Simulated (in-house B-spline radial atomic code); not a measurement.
Ba⁶⁺: many-body perturbation calculation

- system: Ba⁶⁺, core [Kr] 4d10 5s2.
- method: configuration interaction of two valence electrons with many-body perturbation theory for the core (screened one- and two-electron correlation potentials), Breit and QED, no-pair Dirac, B-spline basis (in-house B-spline radial atomic code)

### Summary

- outcome: converged
- hardware: 1 CPU thread, shared host
- wall time: 1.9 min

### Notes

Caveats: the outer s2 shell is a soft core here, levels are rough.

### Input file
```
basis_form = 3
Z = 56
core_configuration = [Kr] 4d10 5s2
rms_radius = 4.8378
mass_number = 138
speed_of_light = 137.035999084
box_radius = 11.25
lmax = 6
intervals = 62
virtual_cutoff = 6272.0
```

The run was one of a batch that the task file lists, launched with:
```bash
python <driver script> task.json out
```

The program writes its results to a structured record and prints no log; tables and figures of this report are taken from that record.

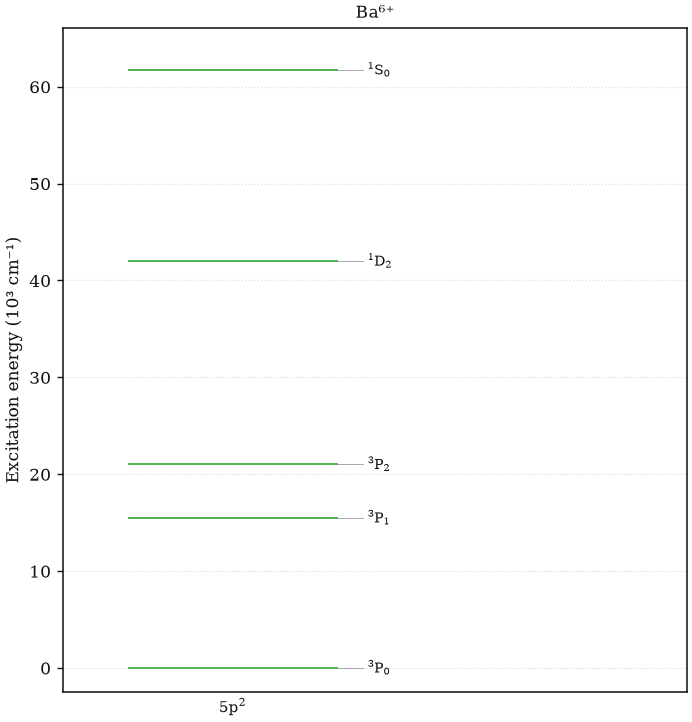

**Figure 1.** Levels of Ba VII (Ba⁶⁺), two electrons outside the core [Kr] 4d¹⁰ 5s². CI+MBPT: configuration interaction in the frozen-core Dirac–Hartree–Fock potential with screened core-valence correlation, Breit and QED terms; computed with a B-spline radial code. The lowest level is 5p² ³P₀. The first excited level, 5p² ³P₁, lies at 15,500 cm⁻¹. The ground term spreads over 21,000 cm⁻¹ in the order J = 0, 1, 2, a normal multiplet. All levels drawn have even parity, so no electric dipole line joins them. The ionisation energy is 87.57 eV, against 86.25 eV from CI without core-valence correlation and a tabulated theoretical value of 86.00 eV.

```tsv
Level	E (cm⁻¹)
5p² ³P₀	0
5p² ³P₁	15,500
5p² ³P₂	21,010
5p² ¹D₂	42,000
5p² ¹S₀	61,730
```
